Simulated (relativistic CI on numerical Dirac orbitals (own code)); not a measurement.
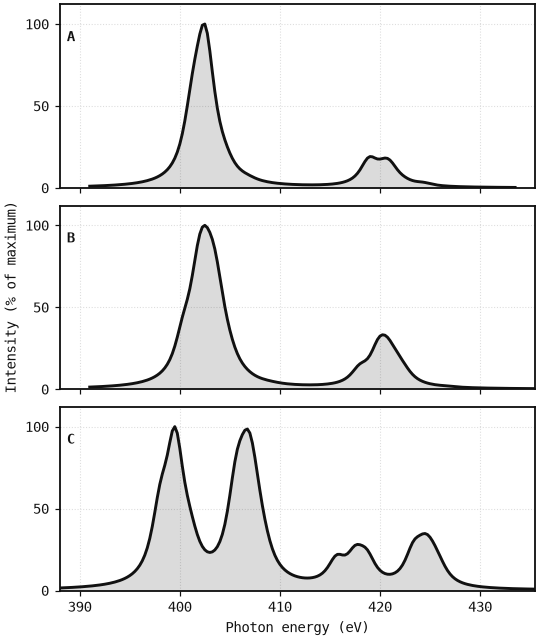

M₂,₃ X-ray absorption of Mo⁴⁺ (molybdenum, Z = 42), [Kr] 4d², in 3 environments. Multiplet model: relativistic Dirac–Coulomb–Breit theory, one configuration a step, Slater integrals scaled by 0.8, 80 K, Voigt broadening (Lorentzian 2 eV, Gaussian 0.4 eV full widths), computed with a radial Dirac CI code.

(1) a field of Oh symmetry with 10Dq = 61,950 cm⁻¹
(2) a field of Oh symmetry with 10Dq = 16,350 cm⁻¹
(3) no crystal field (free ion)

### Which panel belongs to which field?

A is (3), maxima at 402.4 eV (100), 419.1 eV (19) and 420.5 eV (18); B is (2), maxima at 402.5 eV (100) and 420.3 eV (33); C is (1), maxima at 399.5 eV (100), 406.7 eV (99), 417.8 eV (28) and 424.4 eV (35) (heights in % of each maximum). The ground-state spin is S = 1.00 in all.

Caveat: free-ion energies, so absolute edge positions are off by a few eV from solids.
